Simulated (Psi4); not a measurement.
# BSiH3ClO (SMILES [SiH3]O[B]Cl) at UB2PLYP/cc-pVDZ (density fitting for correlation)

Aim: the vertical ionisation energy of BSiH3ClO at UB2PLYP/cc-pVDZ (density fitting for correlation), from 2 runs. The job is set up through a Python script.

The calculation is run with Psi4 1.11.

## (1) Starting point

BSiH3ClO: 7 atoms, total charge 0, spin state doublet. As SMILES, `[SiH3]O[B]Cl`. The shape is that of a PBE0-D4/def2-TZVP optimisation. This is one conformer, not always the lowest.

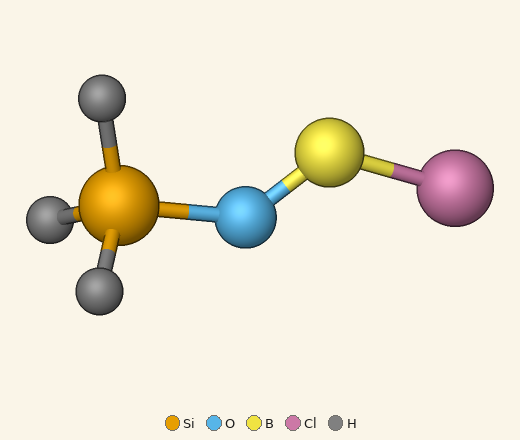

The structure, seen from a chosen angle (silicon amber, oxygen blue, boron yellow, chlorine pink, hydrogen grey).

## (2) The energy at UB2PLYP/cc-pVDZ (density fitting for correlation)

Contents of bclh3osi.py:

```python
import psi4

psi4.set_memory('2200 MB')
psi4.set_num_threads(1)
psi4.set_output_file('bclh3osi.out', False)

mol = psi4.geometry("""
0 2
Si
O 1 1.667081
B 2 1.324393 1 133.86115
Cl 3 1.747065 2 123.47715 1 -179.8049
H 1 1.479746 2 107.12332 3 -121.62942
H 1 1.481626 5 110.93089 2 -119.91879
H 1 1.479782 5 110.62371 6 -123.52434
symmetry c1
no_reorient
no_com
""")

psi4.set_options({
    'basis': 'cc-pVDZ',
    'reference': 'uks',
    'puream': True,
    'e_convergence': 1e-09,
    'd_convergence': 1e-08,
    'scf_type': 'pk',
    'dft_radial_points': 99,
    'dft_spherical_points': 590,
    'num_frozen_docc': 12,
    'maxiter': 100,
})

result = psi4.energy("b2plyp", molecule=mol)
print(f'total energy {result:.8f} hartree = {result * 27.211386:.5f} eV')
for k, v in sorted(psi4.core.scalar_variables().items()):
    print(f'{k:45s} {v:18.10f}')
```

The run is started by

```sh
python bclh3osi.py
```

bclh3osi.out:

```text
[...]
  Running in c1 symmetry.
[...]
  Nuclear repulsion =  174.532044236239756
[...]
  Multiplicity = 2
[...]
  Nalpha       = 24
  Nbeta        = 23
[...]
    Number of basis functions: 79
[...]
   @UKS iter   1:  -850.98821212647795   -4.78666e-01   6.38349e-03 ADIIS/DIIS
[...]
   @UKS iter  13:  -851.09048198071912   -3.86535e-12   5.27141e-09 DIIS
[...]
   @S^2 Observed:                7.529136139E-01
[...]
    Orbital Energies [Eh]
    ---------------------
    Alpha Occupied:
       1A   -102.917536     2A    -67.299370     3A    -19.775574
       4A     -9.916137     5A     -7.555178     6A     -7.549736
       7A     -7.549237     8A     -7.209952     9A     -5.686757
      10A     -3.942296    11A     -3.939402    12A     -3.939321
      13A     -1.199128    14A     -0.955348    15A     -0.704030
      16A     -0.578183    17A     -0.530061    18A     -0.506936
      19A     -0.505706    20A     -0.417183    21A     -0.416712
      22A     -0.391418    23A     -0.385982    24A     -0.260390
    Alpha Virtual:
      25A      0.037500    26A      0.057358    27A      0.109166
[...]
  @UKS Final Energy:  -851.09048198071912
   => Energetics <=
    Nuclear Repulsion Energy =            174.5320442362397557
    One-Electron Energy =               -1521.8601517350437007
    Two-Electron Energy =                 526.3060722990687736
    DFT Exchange-Correlation Energy =     -30.0684467809838587
    Empirical Dispersion Energy =           0.0000000000000000
    VV10 Nonlocal Energy =                  0.0000000000000000
    Total Energy =                       -851.0904819807191188
[...]
 Multipole Moments:
 ------------------------------------------------------------------------------------
     Multipole            Electronic (a.u.)      Nuclear  (a.u.)        Total (a.u.)
 ------------------------------------------------------------------------------------
 L = 1.  Multiply by 2.5417464519 to convert [e a0] to [Debye]
 Dipole X            :         -0.0062647            0.0066740            0.0004093
 Dipole Y            :         -1.7730374            1.8827956            0.1097582
 Dipole Z            :          8.9362427           -9.8182696           -0.8820269
 Magnitude           :                                                    0.8888298
[...]
```

On the terminal:

```text
total energy -851.24866361 hartree = -23163.65597 eV
B2PLYP DOUBLE-HYBRID CORRECTION ENERGY             -0.1581816244
B2PLYP TOTAL ENERGY                              -851.2486636052
CURRENT ENERGY                                   -851.2486636052
CURRENT REFERENCE ENERGY                         -851.0904819807
DD SOLVATION ENERGY                                 0.0000000000
DFT FUNCTIONAL TOTAL ENERGY                      -851.0904819807
DFT TOTAL ENERGY                                 -851.2486636052
DFT VV10 ENERGY                                     0.0000000000
DFT XC ENERGY                                     -30.0684467810
DOUBLE-HYBRID CORRECTION ENERGY                    -0.1581816244
GRID ELECTRONS ALPHA                               23.9999995173
GRID ELECTRONS BETA                                22.9999995988
GRID ELECTRONS TOTAL                               46.9999991161
NUCLEAR REPULSION ENERGY                          174.5320442362
ONE-ELECTRON ENERGY                             -1521.8601517350
PCM POLARIZATION ENERGY                             0.0000000000
PE ENERGY                                           0.0000000000
SCF ITERATION ENERGY                             -851.0904819807
SCF ITERATIONS                                     13.0000000000
SCF TOTAL ENERGY                                 -851.0904819807
TWO-ELECTRON ENERGY                               526.3060722991
XC GRID RADIAL POINTS                              99.0000000000
XC GRID SPHERICAL POINTS                          590.0000000000
XC GRID TOTAL POINTS                           386021.0000000000
```

It took 17 s on 1 thread of Intel Xeon 6975P-C (Granite Rapids), shared host; peak memory 1.1 GiB.

## (3) The singlet cation

Contents of job.py:

```python
import psi4

psi4.set_memory(2200000000)
psi4.set_num_threads(1)
psi4.set_output_file('output.dat', False)

geom = psi4.geometry("""
1 1
Si    -1.08281307     1.46529364     0.70826935
O      0.08484870    -1.22529842    -0.44144002
B      2.37387396    -1.96928359    -1.12741061
Cl     3.03301043    -4.98282985    -2.30376512
H     -2.27012799     0.86322689     3.16736996
H      0.97434279     3.33839017     1.02271978
H     -2.99767255     2.38181081    -1.11191485
units bohr
symmetry c1
""")

psi4.set_options({
    'basis': 'cc-pVDZ',
    'puream': True,
    'e_convergence': 1e-09,
    'd_convergence': 1e-08,
    'scf_type': 'pk',
    'dft_radial_points': 99,
    'dft_spherical_points': 590,
    'num_frozen_docc': 12,
})

e_tot, wfn = psi4.energy("B2PLYP", molecule=geom, return_wfn=True)
print('E =', round(e_tot, 9))
```

The run is started by

```sh
python job.py
```

output.dat:

```text
[...]
  Running in c1 symmetry.
[...]
  Nuclear repulsion =  174.532066936539962
[...]
  Multiplicity = 1
[...]
  Nalpha       = 23
  Nbeta        = 23
[...]
    Number of basis functions: 79
[...]
   @RKS iter   1:  -850.66888368086279   -1.59336e-01   6.39252e-03 ADIIS/DIIS
[...]
   @RKS iter  12:  -850.78791434721313   -3.18323e-12   3.67825e-09 DIIS
[...]
    Orbital Energies [Eh]
    ---------------------
    Doubly Occupied:
       1A   -103.197636     2A    -67.471028     3A    -20.049731
       4A    -10.192105     5A     -7.831620     6A     -7.824863
       7A     -7.824513     8A     -7.554593     9A     -5.860860
      10A     -4.117526    11A     -4.112529    12A     -4.112182
      13A     -1.458178    14A     -1.212568    15A     -0.943359
      16A     -0.783844    17A     -0.775539    18A     -0.754996
      19A     -0.721703    20A     -0.643607    21A     -0.636030
      22A     -0.584271    23A     -0.574164
[...]
  @RKS Final Energy:  -850.78791434721313
   => Energetics <=
    Nuclear Repulsion Energy =            174.5320669365399624
    One-Electron Energy =               -1510.7889931963109120
    Two-Electron Energy =                 515.3668083890822800
    DFT Exchange-Correlation Energy =     -29.8977964765243378
    Empirical Dispersion Energy =           0.0000000000000000
    VV10 Nonlocal Energy =                  0.0000000000000000
    Total Energy =                       -850.7879143472131318
[...]
 Multipole Moments:
 ------------------------------------------------------------------------------------
     Multipole            Electronic (a.u.)      Nuclear  (a.u.)        Total (a.u.)
 ------------------------------------------------------------------------------------
 L = 1.  Multiply by 2.5417464519 to convert [e a0] to [Debye]
 Dipole X            :          6.0506583           -5.3556156            0.6950427
 Dipole Y            :         -7.0412714            7.6142246            0.5729532
 Dipole Z            :         -3.5739238            3.6447657            0.0708418
 Magnitude           :                                                    0.9035365
[...]
```

Standard output:

```text
E = -850.952613517
```

It took 11 s on 1 thread of Intel Xeon 6975P-C (Granite Rapids), shared host; peak memory 1.1 GiB.

## (4) Summary of results

At UB2PLYP/cc-pVDZ (density fitting for correlation), 12 core orbitals frozen:

```
                                                                  quantity          value
                                            doublet BSiH3ClO: total energy  -851.24866 Eh
doublet BSiH3ClO: HOMO energy (SCF part's orbitals) (highest over α and β)       -7.09 eV
 doublet BSiH3ClO: LUMO energy (SCF part's orbitals) (lowest over α and β)       -0.06 eV
                                                    doublet BSiH3ClO: ⟨S²⟩          0.753
                                              singlet cation: total energy  -850.95261 Eh
                         singlet cation: HOMO energy (SCF part's orbitals)      -15.62 eV
                         singlet cation: LUMO energy (SCF part's orbitals)       -9.18 eV
                       singlet cation: HOMO–LUMO gap (SCF part's orbitals)        6.45 eV
                        vertical ionisation energy (to the singlet cation)       8.056 eV
```

Removing an electron at fixed nuclei costs 8.06 eV (777 kJ/mol). Only the singlet of the ionised species was computed; a triplet could lie lower.
